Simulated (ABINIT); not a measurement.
# Quasiparticle gap of GaN (P6_3mc) in ABINIT, part 3 of 3

Wanted: ground state, empty states, screening and self-energy for GaN (P6_3mc).

ABINIT 10.8.3; PBE and many-body steps on it, plane waves. Known limits of the many-body steps: not at the basis limit; no spin-orbit coupling.

So far. Step 4 (Empty states on the mesh, 6×6×4 mesh, 254 bands): On this mesh the gap is 1.919 eV. Step 5 (Screening, 6×6×4 mesh, 246 bands, screening to 277.6 eV): Local fields lower ε∞ by 7 %.

The database entry behind the starting cell has ideal inner coordinates that were not refined, so it need not match the best structure at ambient conditions.

## (6) Self-energy, 6×6×4 mesh, 246 bands, screening to 277.6 eV

The self-energy is evaluated for the states that the input lists, and the levels follow from it, in one-shot runs by the linearised quasiparticle equation.

This step: G0W0 on PBE, plane waves, norm-conserving pseudopotentials.

Contents of run.abi:

```
acell 3*1.0 Angstrom
rprim 
  3.190000000016 -0.000000000004 0.000000000000
  -1.595000000005 2.762621038088 0.000000000000
  0.000000000000 0.000000000000 5.189000000000
ntypat 2
znucl 31 7
natom 4
typat 1 1 2 2
xred 
  0.666666666667 0.333333333333 0.000000000000
  0.333333333333 0.666666666667 0.500000000000
  0.666666666667 0.333333333333 0.375000000000
  0.333333333333 0.666666666667 0.875000000000
pp_dirpath "pseudos"
pseudos "Ga.upf, N.upf"
ecut 45
ngkpt 6 6 4
nshiftk 1
shiftk 0 0 0
kptopt 1
chksymbreak 0
istwfk *1
occopt 1
irdwfk 1
optdriver 4
nband 246
gwcalctyp 0
ecutsigx 45
symsigma 1
nkptgw 4
kptgw 
  0.0000000000 0.0000000000 0.0000000000
  0.5000000000 0.0000000000 0.0000000000
  0.0000000000 0.0000000000 0.5000000000
  0.5000000000 0.0000000000 0.5000000000
bdgw 
  25 28
  25 28
  23 28
  25 28
ecuteps 10.2
irdscr 1
ppmodel 1
indata_prefix "in"
outdata_prefix "out"
tmpdata_prefix "tmp"
```

The run is started by

```console
$ OMP_NUM_THREADS=1 mpirun -n 8 abinit run.abi > log
```

Numbers of over 12 decimals in the logs are rounded to 6 here.

The log of the run:

```text
.Version 10.8.3 of ABINIT. v10.8.2 released Aug 2026.

 Symmetries : space group P6_3 m c (#186); Bravais hP (primitive hexag.)
[... echo of the input left out ...]
== DATASET  1 ==================================================================
-   mpi_nproc: 8, omp_nthreads: 1 (-1 if OMP is not activated)

--- !DatasetInfo
iteration_state: {dtset: 1, }
dimensions: {natom: 4, nkpt: 21, mband: 246, nsppol: 1, nspinor: 1, nspden: 1, mpw: 4506, }
cutoff_energies: {ecut:  45.0, pawecutdg:  -1.0, }
electrons: {nelect:   5.20000000E+01, charge:   0.00000000E+00, occopt:   1.00000000E+00, tsmear:   1.00000000E-02, }

 SIGMA: Calculation of the GW corrections

 Based on a program developped by R.W. Godby, V. Olevano, G. Onida, and L. Reining.
 Incorporated in ABINIT by V. Olevano, G.-M. Rignanese, and M. Torrent.
.Using double precision arithmetic ; gwpc =  8

[... cell and pseudopotentials left out ...]
--------------------------------------------------------------------------------

 ==== K-mesh for the wavefunctions ====
 Number of points in the irreducible wedge :    21
[... list of points left out ...]
 Together with 12 symmetry operations and time-reversal symmetry
 yields   144 points in the full Brillouin Zone.

 ==== Q-mesh for screening function ====
 Number of points in the irreducible wedge :    21
[... list of points left out ...]
 Together with 12 symmetry operations and time-reversal symmetry
 yields   144 points in the full Brillouin Zone.

 vcoul_init : cutoff-mode = AUXILIARY_FUNCTION
 q-points for optical limit:   1
     1)      0.000010    0.000020    0.000030
 setmesh: FFT mesh size selected  =    32x   32x   60
          total number of points  =        61440

 Number of electrons calculated from density =   52.0000; Expected =   52.0000
 average of density, n =  0.168504
 r_s =    1.1231
 omega_plasma =   39.5969 [eV]

 === KS Band Gaps ===
  >>>> For spin  1
   Minimum direct gap =   1.9190 [eV], located at k-point      :   0.0000  0.0000  0.0000
   Fundamental gap    =   1.9190 [eV], Top of valence bands at :   0.0000  0.0000  0.0000
                                       Bottom of conduction at :   0.0000  0.0000  0.0000
 SIGMA fundamental parameters:
 PLASMON POLE MODEL  1
 number of plane-waves for SigmaX                 4427
 number of plane-waves for SigmaC and W            465
 number of plane-waves for wavefunctions          4427
 number of bands                                   246
 number of independent spin polarizations            1
 number of spinorial components                      1
 number of k-points in IBZ                          21
 number of q-points in IBZ                          21
 number of symmetry operations                      12
 number of k-points in BZ                          144
 number of q-points in BZ                          144
 number of frequencies for dSigma/dE                 9
 frequency step for dSigma/dE [eV]                0.25
 number of omega for Sigma on real axis              0
 max omega for Sigma on real axis  [eV]           0.00
 zcut for avoiding poles [eV]                     0.10

 EPSILON^-1 parameters (SCR file):
 dimension of the eps^-1 matrix on file            465
 dimension of the eps^-1 matrix used               465
 number of plane-waves for wavefunctions          4427
 number of bands                                   246
 number of q-points in IBZ                          21
 number of frequencies                               2
 number of real frequencies                          1
 number of imag frequencies                          1

 matrix elements of self-energy operator (all in [eV])

 Perturbative Calculation

--- !SelfEnergy_ee
iteration_state: {dtset: 1, }
kpoint     : [   0.000,    0.000,    0.000, ]
spin       : 1
KS_gap     :    1.919
QP_gap     :    2.797
Delta_QP_KS:    0.878
data: !SigmaeeData |
     Band     E0 <VxcDFT>   SigX SigC(E0)      Z dSigC/dE  Sig(E)    E-E0       E
       25   6.903 -19.060 -22.515   2.704   0.797  -0.255 -19.658  -0.598   6.305
       26   6.903 -19.060 -22.515   2.704   0.797  -0.255 -19.658  -0.598   6.305
       27   8.822 -14.199 -10.152  -3.708   0.824  -0.214 -13.920   0.280   9.101
       28  11.172 -13.976  -9.010  -4.447   0.835  -0.198 -13.543   0.433  11.605

--- !SelfEnergy_ee
iteration_state: {dtset: 1, }
kpoint     : [   0.500,    0.000,    0.000, ]
spin       : 1
KS_gap     :    6.058
QP_gap     :    7.128
Delta_QP_KS:    1.070
data: !SigmaeeData |
     Band     E0 <VxcDFT>   SigX SigC(E0)      Z dSigC/dE  Sig(E)    E-E0       E
       25   4.677 -16.371 -20.428   2.914   0.800  -0.250 -17.286  -0.914   3.762
       26   5.926 -17.953 -21.779   2.898   0.797  -0.255 -18.692  -0.739   5.187
       27  11.984 -12.430  -7.636  -4.402   0.845  -0.184 -12.099   0.332  12.315
       28  12.469 -14.331  -9.105  -4.556   0.826  -0.210 -13.778   0.554  13.023

--- !SelfEnergy_ee
iteration_state: {dtset: 1, }
kpoint     : [   0.000,    0.000,    0.500, ]
spin       : 1
KS_gap     :    4.782
QP_gap     :    5.960
Delta_QP_KS:    1.179
data: !SigmaeeData |
     Band     E0 <VxcDFT>   SigX SigC(E0)      Z dSigC/dE  Sig(E)    E-E0       E
       23   6.369 -18.484 -22.159   2.822   0.797  -0.255 -19.164  -0.679   5.690
       24   6.369 -18.484 -22.159   2.822   0.797  -0.255 -19.164  -0.679   5.690
[...]
28  11.151 -14.598  -9.699  -4.291   0.822  -0.217 -14.099   0.499  11.650

--- !SelfEnergy_ee
iteration_state: {dtset: 1, }
kpoint     : [   0.500,    0.000,    0.500, ]
spin       : 1
KS_gap     :    6.321
QP_gap     :    7.491
Delta_QP_KS:    1.171
data: !SigmaeeData |
     Band     E0 <VxcDFT>   SigX SigC(E0)      Z dSigC/dE  Sig(E)    E-E0       E
       25   4.997 -17.148 -21.219   3.008   0.796  -0.256 -17.995  -0.847   4.151
       26   4.997 -17.148 -21.219   3.008   0.796  -0.256 -17.995  -0.847   4.151
       27  11.318 -12.673  -8.025  -4.262   0.839  -0.193 -12.349   0.324  11.642
       28  11.318 -12.673  -8.025  -4.262   0.839  -0.193 -12.349   0.324  11.642

== END DATASET(S) ==============================================================
================================================================================

 -outvars: echo values of variables after computation  --------
           etotal      0.0000000000E+00
            nband         246
             nkpt          21
          spgroup         186
 [... the other variables as echoed above ...]

 Calculation completed.
```

The job ended after 4.9 min (8 MPI ranks of Arm Neoverse N1, shared host; peak memory 6.1 GiB; 39 min of CPU time).

Numbers from this step:

```
G0W0 gap on the mesh                         : 2.796 eV
starting gap on the mesh                     : 1.919 eV
k of the valence top                         : 0, 0, 0
k of the conduction bottom                   : 0, 0, 0
Z at the valence top                         : 0.797
Z at the conduction bottom                   : 0.824
least direct G0W0 gap on the computed points : 2.796 eV
```

The gap on the mesh goes from 1.92 eV to 2.80 eV, a correction of +0.88 eV.

Limits: finite bands, cutoff and mesh; no spin-orbit coupling. v1 is the top filled band, c1 the lowest empty one. The levels before and after the correction (eV, zero at the valence-band top of each column):

```
           conduction bottom  valence top
Kohn-Sham               1.92         0.00
     G0W0               2.80         0.00
```

```
             level  energy (eV)
Kohn-Sham  Γ v2-v1        0.000
Kohn-Sham     Γ c1        1.919
Kohn-Sham     Γ c2        4.269
     G0W0  Γ v2-v1        0.000
     G0W0     Γ c1        2.796
     G0W0     Γ c2        5.300
```

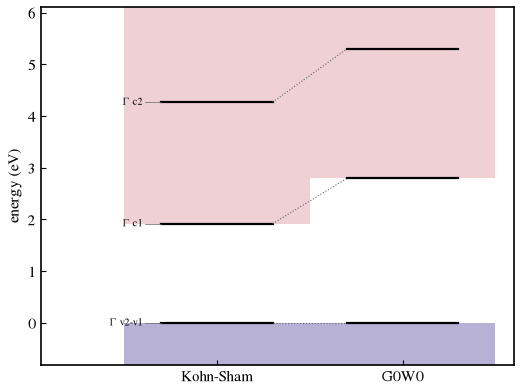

Levels before and after the correction. Shaded: valence and conduction bands.

## (7) Where the time went

Times are wall times on 8 MPI ranks of Arm Neoverse N1, shared host, good to a factor of about two.

```
                          step     time  share  memory (GiB)
                  ground state     37 s    1 %          0.67
bands along the symmetry lines     43 s    1 %          0.69
      empty states on the mesh  4.8 min   10 %           9.0
                     screening   38 min   78 %           6.5
                   self-energy  4.9 min   10 %           6.1
```

## (8) What came out

| Item | Value |
| --- | --- |
| PBE gap | 1.92 eV, direct |
| G0W0 gap on the mesh | 2.80 eV |
| GW settings | 6×6×4 mesh, 246 bands, screening to 277.6 eV, Godby-Needs plasmon pole |
| known limits | not at the basis limit; no spin-orbit coupling |

G0W0 moves the gap on the mesh from 1.92 eV to 2.80 eV (+0.88 eV), with Z of 0.80 and 0.82 at the edges. Local fields lower the RPA ε∞ on this mesh from 6.32 to 5.86. The dearest step here is «screening». Bands and cutoff are finite, so the gap is not at the basis limit. The miss can reach some tenths of an eV and take either sign; the mesh is an error of its own. The many-body steps are scalar-relativistic: spin-orbit coupling is not in them.

[Paths, hosts, dates, memory and timing lines, banners, echoed tables and standing remarks are left out of the program output.]

[Logs are printed without paths, hosts, clocks, repeated set-up lines and the standing remarks that a program may print on its own settings, such as how far it seeks lower states.]

[Runs of the session that timed out or met a known fault of the program may be left out.]

[Hosts, paths, dates, database ids (printed as entryN), source tags and the programs' standing remarks are cut or masked in the printed files.]

[G0W0 gaps are taken among the corrected bands and points alone; a level outside them can change the order at an edge.]

[Where Ansatz stands beside ABINIT at settings called matched, ABINIT's density can come from a denser mesh and the files from another edition; pairs whose starting gaps differed by over 0.03 eV were left out, so agreement reads better than it is.]
